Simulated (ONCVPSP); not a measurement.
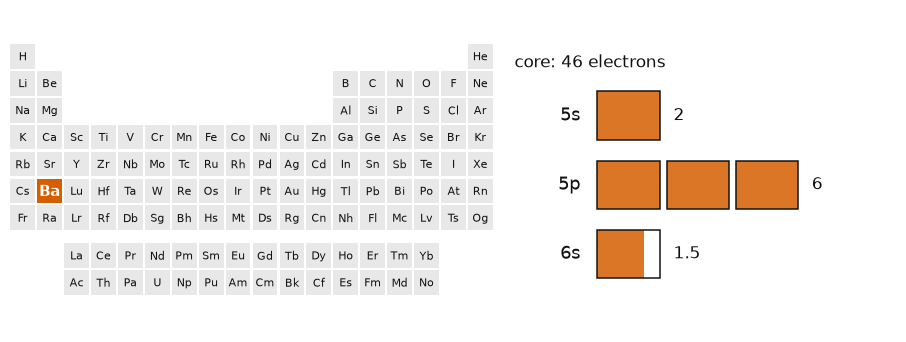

Left, the place of barium in the periodic table; right, the valence shells of the reference configuration: a box for each of the 2l + 1 orbitals, shaded by the share of the shell that is filled, with the electron count at the right.

**Pseudopotential generation: Ba (part 1 of 2)**

- system: barium (Ba, Z = 56), core [Kr] 4d10, reference valence 5s2 5p6 6s1.5 (an ion of charge +0.5), valence charge 10.
- method: ONCV potential, PBE, fully relativistic, made with ONCVPSP 4.0.1

Output (extracts):
```
ONCVPSP  (Optimized Norm-Conservinng Vanderbilt PSeudopotential)
relativistic version 4.0.1

#   n    l    f        energy (Ha)
    1    0    2.00    -1.3682723D+03
    2    0    2.00    -2.1626790D+02
    2    1    6.00    -1.8968507D+02    -2.0371386D+02
    3    0    2.00    -4.5730728D+01
    3    1    6.00    -3.7752575D+01    -4.0464273D+01
    3    2   10.00    -2.7940005D+01    -2.8518005D+01
    4    0    2.00    -9.0527160D+00
    4    1    6.00    -6.5735076D+00    -7.1386391D+00
    4    2   10.00    -3.3525602D+00    -3.4486114D+00
    5    0    2.00    -1.3350613D+00
    5    1    6.00    -7.6336915D-01    -8.3969384D-01
    6    0    1.50    -1.9622472D-01

Reference configufation results
  iterations    27
  all-electron total energy (Ha)   -8.13924820D+03

Begin loop to  construct optimized pseudo wave functions
and semi-local pseudopoentials for all angular momenta

Calculating optimized projector #   1

 for l=   0

    Fraction of norm inside rc  0.910175
    Optimizing pswf for qcut=   4.71 a_B^-1,  ecut=  11.09 Ha
    Residual kinetic energy error=  1.44D-05 Ha

    Energy error per electron        Cutoff
         Ha          eV             Ha
         0.01000     0.27211        6.13
         0.00100     0.02721        8.25
         0.00010     0.00272        9.76
         0.00001     0.00027       12.85

Calculating optimized projector #   2

 for l=   0

    Fraction of norm inside rc  0.055686
    Optimizing pswf for qcut=   4.71 a_B^-1,  ecut=  11.09 Ha
    Residual kinetic energy error=  1.09D-05 Ha

    Energy error per electron        Cutoff
         Ha          eV             Ha
         0.01000     0.27211        4.57
         0.00100     0.02721        7.45
         0.00010     0.00272        9.41
         0.00001     0.00027       11.85

   Wellstate for l =  1  n =  7 kap= -2
     eigenvalue =   0.7366
     asymptotic potential =   1.2366
     half-point radius =  5.6063

   Wellstate for l =  1  n =  8 kap= -2
     eigenvalue =   2.2366
     asymptotic potential =   2.7366
     half-point radius =  4.9189

Calculating optimized projector #   1

 for l=   1

    Fraction of norm inside rc  0.932358
    Optimizing pswf for qcut=   4.69 a_B^-1,  ecut=  11.02 Ha
    Residual kinetic energy error=  3.49D-06 Ha

    Energy error per electron        Cutoff
         Ha          eV             Ha
         0.01000     0.27211        3.11
         0.00100     0.02721        4.43
         0.00010     0.00272        8.45
         0.00001     0.00027       10.24

Calculating optimized projector #   2

 for l=   1

    Fraction of norm inside rc  0.224168
    Optimizing pswf for qcut=   4.69 a_B^-1,  ecut=  11.02 Ha
    Residual kinetic energy error=  1.83D-05 Ha

    Energy error per electron        Cutoff
         Ha          eV             Ha
         0.01000     0.27211        3.38
         0.00100     0.02721        6.76
         0.00010     0.00272        9.56
         0.00001     0.00027       12.76

Calculating optimized projector #   3

 for l=   1

    Fraction of norm inside rc  0.188283
    Optimizing pswf for qcut=   4.69 a_B^-1,  ecut=  11.02 Ha
    Residual kinetic energy error=  5.47D-04 Ha

    Energy error per electron        Cutoff
         Ha          eV             Ha
         0.01000     0.27211        5.56
         0.00100     0.02721       10.04
         0.00010     0.00272       18.67
         0.00001     0.00027       33.80

   Wellstate for l =  1  n =  7 kap=  1
     eigenvalue =   0.6603

   Wellstate for l =  1  n =  8 kap=  1
     eigenvalue =   2.2134

Calculating optimized projector #   1

 for l=   1

    Fraction of norm inside rc  0.948988
    Optimizing pswf for qcut=   4.69 a_B^-1,  ecut=  11.02 Ha
    Residual kinetic energy error=  2.51D-06 Ha

    Energy error per electron        Cutoff
         Ha          eV             Ha
         0.01000     0.27211        3.44
         0.00100     0.02721        4.53
         0.00010     0.00272        7.66
         0.00001     0.00027        9.82

Calculating optimized projector #   2

 for l=   1

    Fraction of norm inside rc  0.238696
    Optimizing pswf for qcut=   4.69 a_B^-1,  ecut=  11.02 Ha
    Residual kinetic energy error=  1.62D-05 Ha

    Energy error per electron        Cutoff
         Ha          eV             Ha
         0.01000     0.27211        3.61
         0.00100     0.02721        5.48
         0.00010     0.00272        9.29
         0.00001     0.00027       12.38

Calculating optimized projector #   3

 for l=   1

    Fraction of norm inside rc  0.191345
    Optimizing pswf for qcut=   4.69 a_B^-1,  ecut=  11.02 Ha
    Residual kinetic energy error=  5.08D-04 Ha

    Energy error per electron        Cutoff
         Ha          eV             Ha
         0.01000     0.27211        5.19
         0.00100     0.02721        9.62
         0.00010     0.00272       18.52
         0.00001     0.00027       33.76

WARNING wellstate: moderately localized bound state found for n= 5 l=  2
WARNING scattering state with energy  0.05000000
WARNING will be used for the first projector

   Wellstate for l =  2  n =  6 kap= -3
     eigenvalue =   0.0500
     asymptotic potential =   0.5500
     half-point radius = 12.9871

   Wellstate for l =  2  n =  7 kap= -3
     eigenvalue =   2.3500
     asymptotic potential =   2.8500
     half-point radius =  3.9742

Calculating optimized projector #   1

 for l=   2

    Fraction of norm inside rc  0.100500
    Optimizing pswf for qcut=   4.60 a_B^-1,  ecut=  10.57 Ha
    Residual kinetic energy error=  1.27D-06 Ha

    Energy error per electron        Cutoff
         Ha          eV             Ha
         0.01000     0.27211        3.00
         0.00100     0.02721        4.53
         0.00010     0.00272        5.73
         0.00001     0.00027        7.10

Calculating optimized projector #   2

 for l=   2

    Fraction of norm inside rc  0.151018
    Optimizing pswf for qcut=   4.60 a_B^-1,  ecut=  10.57 Ha
    Residual kinetic energy error=  1.33D-05 Ha

    Energy error per electron        Cutoff
         Ha          eV             Ha
         0.01000     0.27211        5.70
         0.00100     0.02721        6.91
         0.00010     0.00272        8.44
         0.00001     0.00027       17.02

   Wellstate for l =  2  n =  5 kap=  2
     eigenvalue =   0.1200

   Wellstate for l =  2  n =  7 kap=  2
     eigenvalue =   2.1372

Calculating optimized projector #   1

 for l=   2

    Fraction of norm inside rc  0.304761
    Optimizing pswf for qcut=   4.60 a_B^-1,  ecut=  10.57 Ha
    Residual kinetic energy error=  2.29D-06 Ha

    Energy error per electron        Cutoff
         Ha          eV             Ha
         0.01000     0.27211        3.55
         0.00100     0.02721        5.01
         0.00010     0.00272        6.31
         0.00001     0.00027        7.50

Calculating optimized projector #   2

 for l=   2

    Fraction of norm inside rc  0.152999
    Optimizing pswf for qcut=   4.60 a_B^-1,  ecut=  10.57 Ha
    Residual kinetic energy error=  1.15D-05 Ha

    Energy error per electron        Cutoff
         Ha          eV             Ha
         0.01000     0.27211        5.80
         0.00100     0.02721        6.82
         0.00010     0.00272        7.86
         0.00001     0.00027       14.58

Construct Vanderbilt / Kleinmman-Bylander projectors

B matrix Hermiticity error, ll=  0  kap= -1
   1   2    6.9507D-05

  Orthonormal projector coefficients  5.3755E+00  7.3265E-01

B matrix Hermiticity error, ll=  1  kap= -2
   1   2   -1.0174D-04
   1   3    1.8921D-04
   2   3    8.5732D-05

  Orthonormal projector coefficients  5.1537E+00  1.5453E+00  2.5148E-01

B matrix Hermiticity error, ll=  1  kap=  1
   1   2   -1.1061D-04
   1   3    2.0677D-04
   2   3    8.7912D-05

  Orthonormal projector coefficients  4.7890E+00  1.4333E+00  2.3958E-01

B matrix Hermiticity error, ll=  2  kap= -3
   1   2    7.5730D-05

  Orthonormal projector coefficients  2.3165E+00  4.2767E-01

B matrix Hermiticity error, ll=  2  kap=  2
   1   2   -1.3185D-04

  Orthonormal projector coefficients  2.2530E+00  3.9744E-01

 Orthonormal scalar projector coefficients, l =  1
  5.0296E+00  1.5086E+00  2.4772E-01  1.6443E-03  2.3932E-05  5.6897E-06

 Orthonormal spin-orbit projector coefficients, l =  1
  3.1779E-01  7.6999E-02 -7.1019E-02  3.7014E-03 -1.3770E-03 -3.8010E-04

 Orthonormal scalar projector coefficients, l =  2
  2.2910E+00  4.1556E-01  6.0506E-05  1.2450E-05

 Orthonormal spin-orbit projector coefficients, l =  2
  2.8226E-02  1.2489E-02 -2.9116E-03 -3.1055E-04

Model core correction analysis
  based on d2Exc/dn_idn_j

d2excae - all-electron derivatives

   -2.079548D-02   -1.759919D-02   -1.724060D-03
   -1.759924D-02   -1.733149D-02   -2.864037D-03
   -1.723369D-03   -2.862282D-03   -2.742083D-02

d2excps - pseudofunction derivatives with no core correction

   -3.260259D-02   -2.631277D-02   -2.786179D-03
   -2.631365D-02   -2.457290D-02   -3.844004D-03
   -2.785039D-03   -3.841265D-03   -3.007562D-02

rms 2nd derivative error    6.279908E-03

rmatch, rhocmatch    1.2740    2.6886

Teter function model core charge with specified parameters

d2excps - pseudofunction derivatives with core correction

   -2.012472D-02   -1.771137D-02   -1.831746D-03
   -1.771131D-02   -1.792524D-02   -3.171338D-03
   -1.830539D-03   -3.168635D-03   -2.957276D-02

rms 2nd derivative error    7.937087E-04

Pseudoatom total energy  -26.017444

Diagnostic tests using Vanderbilt-Kleinman-Bylander pseudopotentials
  relativistic with J = L +/- 1/2 projectors

   l  kap   rcore       rmatch      e in        delta e    norm test   slope test

   0  -1   2.4019374   2.4748654  -1.3350613  -0.0000001   1.0000857   1.0000851
   0  -1   2.4019374   2.4748654  -0.1962247   0.0000012   1.0000243   1.0000212

   1  -2   3.0512719   3.1439151  -0.7633692  -0.0000000   1.0000647   1.0000658
   1   1   3.0512719   3.1439151  -0.8396938   0.0000002   1.0000709   1.0000686
   1  -2   3.0512719   3.1439151   0.7366308   0.0000068   1.0000983   1.0000983
   1   1   3.0512719   3.1439151   0.7134104   0.0000063   1.0000960   1.0000960
   1  -2   3.0512719   3.1439151   2.2366308   0.0000026   1.0002111   1.0002111
   1   1   3.0512719   3.1439151   2.2078603   0.0000041   1.0002061   1.0002061

   2  -3   2.3592162   2.4308471   0.0500000   0.0000159   1.0000757   1.0000757
   2   2   2.3592162   2.4308471  -0.1627523   0.0000141   1.0000633   1.0000633
   2  -3   2.3592162   2.4308471   2.3500000   0.0000248   1.0002091   1.0002091
   2   2   2.3592162   2.4308471   2.3415273   0.0000293   1.0002037   1.0002037

Diagnostic tests using Vanderbilt-Kleinman-Bylander pseudopotentials
  relativistic with scalar and spin-orbit non-local projectors

   l  kap   rcore       rmatch      e in        delta e    norm test   slope test

   0  -1   2.4019374   2.4748654  -1.3350613  -0.0000001   1.0000857   1.0000851
   0  -1   2.4019374   2.4748654  -0.1962247   0.0000012   1.0000243   1.0000212

   1  -2   3.0512719   3.1439151  -0.7633692  -0.0000070   1.0000670   1.0000605
   1   1   3.0512719   3.1439151  -0.8396938  -0.0000062   1.0000720   1.0000636
   1  -2   3.0512719   3.1439151   0.7366308   0.0000049   1.0001002   1.0001002
   1   1   3.0512719   3.1439151   0.7134104   0.0000035   1.0000986   1.0000986
   1  -2   3.0512719   3.1439151   2.2366308  -0.0000145   1.0002185   1.0002185
   1   1   3.0512719   3.1439151   2.2078603  -0.0000152   1.0002130   1.0002130

   2  -3   2.3592162   2.4308471   0.0500000   0.0000113   1.0000749   1.0000749
   2   2   2.3592162   2.4308471  -0.1627523   0.0000093   1.0000627   1.0000627
   2  -3   2.3592162   2.4308471   2.3500000   0.0000241   1.0002098   1.0002098
   2   2   2.3592162   2.4308471   2.3415273   0.0000286   1.0002044   1.0002044

Ghost test for J = L + 1/2

 Testing for bound ghosts
   n   l    E NL Schr. Eq   E Basis Diag.   E Cutoff

   1   0       -1.335061       -1.335060     45.75
   2   0       -0.196223       -0.168879     45.75

   2   1       -0.763369       -0.763368     42.67

   3   2       -0.160851       -0.151671     46.13

 Testing for highly-localized positive-energy ghosts
       l    <radius>/rc     E Basis Diag.   E Cutoff

       0        0.475569        2.714084     45.75  WARNING - GHOST(+)

Ghost test for J = L - 1/2

 Testing for bound ghosts
   n   l    E NL Schr. Eq   E Basis Diag.   E Cutoff

   1   0       -1.335061       -1.335060     45.75
   2   0       -0.196223       -0.168879     45.75

   2   1       -0.839694       -0.839692     42.67

   3   2       -0.165896       -0.157482     46.13

 Testing for highly-localized positive-energy ghosts
       l    <radius>/rc     E Basis Diag.   E Cutoff

       0        0.475569        2.714084     45.75  WARNING - GHOST(+)

Test configuration 0

   n   l kap    f        eae           eps        diff
   1   0  -1  2.0000-1368.27225588
   2   0  -1  2.0000 -216.26790295
   2   1  -2  4.0000 -189.68507166
   2   1   1  2.0000 -203.71385897
   3   0  -1  2.0000  -45.73072784
   3   1  -2  4.0000  -37.75257546
   3   1   1  2.0000  -40.46427347
   3   2  -3  6.0000  -27.94000502
   3   2   2  4.0000  -28.51800531
   4   0  -1  2.0000   -9.05271601
   4   1  -2  4.0000   -6.57350763
   4   1   1  2.0000   -7.13863908
   4   2  -3  6.0000   -3.35256023
   4   2   2  4.0000   -3.44861138
   5   0  -1  2.0000   -1.33506127   -1.33506135   -7.68E-08
   5   1  -2  4.0000   -0.76336915   -0.76336920   -4.52E-08
   5   1   1  2.0000   -0.83969384   -0.83969366    1.86E-07
   6   0  -1  1.5000   -0.19622472   -0.19622350    1.23E-06

    Total energies and differences
      AE_ref= -8.13924820E+03  AE_tst= -8.13924820E+03  dif=  0.00E+00
      PS_ref= -2.60174437E+01  PS_tst= -2.60174437E+01  dif=  1.42E-14
      PSP excitation error= -1.42E-14

Test configuration 1

   n   l kap    f        eae           eps        diff
   1   0  -1  2.0000-1368.17193607
   2   0  -1  2.0000 -216.16769187
   2   1  -2  4.0000 -189.58486023
   2   1   1  2.0000 -203.61364407
   3   0  -1  2.0000  -45.63057151
   3   1  -2  4.0000  -37.65242105
   3   1   1  2.0000  -40.36411399
   3   2  -3  6.0000  -27.83984350
   3   2   2  4.0000  -28.41784249
   4   0  -1  2.0000   -8.95274127
   4   1  -2  4.0000   -6.47356846
   4   1   1  2.0000   -7.03868211
   4   2  -3  6.0000   -3.25269149
   4   2   2  4.0000   -3.34873493
   5   0  -1  2.0000   -1.23596431   -1.23598079   -1.65E-05
   5   1  -2  4.0000   -0.66492749   -0.66497230   -4.48E-05
   5   1   1  2.0000   -0.74104034   -0.74107759   -3.72E-05
   6   0  -1  2.0000   -0.11867371   -0.11864526    2.85E-05

    Total energies and differences
      AE_ref= -8.13924820E+03  AE_tst= -8.13932670E+03  dif= -7.85E-02
      PS_ref= -2.60174437E+01  PS_tst= -2.60959305E+01  dif= -7.85E-02
      PSP excitation error= -1.03E-05

Test configuration 2
```

(Continued in part 2.) Outcome of the run: generated, with a spurious state above the valence levels.
